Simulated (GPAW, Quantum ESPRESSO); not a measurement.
Two runs for the Ti K edge of atom 2 in LaTiO3 (Pm-3m). Run A: Quantum ESPRESSO XSpectra, LDA, excited-electron core hole (neutral cell), 10-atom cell with 5.5 Å between holes, 6×6×6 k points, dipole transitions, Lorentzian half width 0.47 eV, without spin-orbit coupling. Run B differs in one choice.

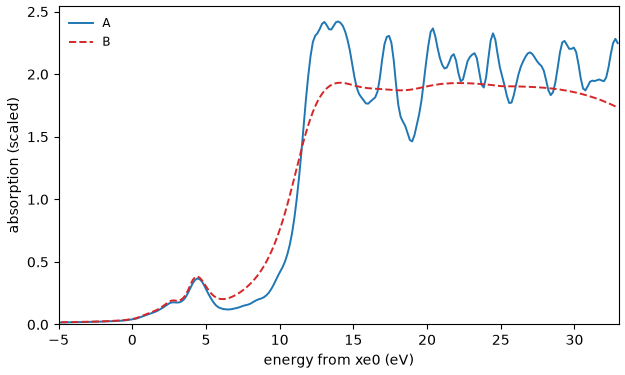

Energy from the energy zero of the input (xe0, at the border of filled and empty states); intensity scaled to a mean of 1 over the first 20 eV.

Question: What was changed?
a) the radius of the reconstruction
b) the volume of the cell
c) the broadening
d) the k mesh of the field

(c): run B changes the broadening from Lorentzian half width 0.47 eV to Lorentzian half width 0.47 eV up to 4 eV, rising linearly to 4 eV at 25 eV. Against the first run the r.m.s. difference is 15 %. The highest intensity below 24 eV goes from 14.0 eV (2.42) to 14.1 eV (1.93). Other settings could leave a like mark; this is the one that was changed.

[Hosts, paths, dates, database ids (printed as entryN), source tags and the programs' standing remarks are cut or masked in the printed files.]

[Lists of maxima count a maximum above −3 eV only where it reaches 4 % of the highest in the window and stands out from its surroundings by 2 % of it (1.5 % where it reaches 55 %); shoulders and weaker maxima are passed over, and of the rest the first, up to two pre-edge ones and the few strongest are named.]
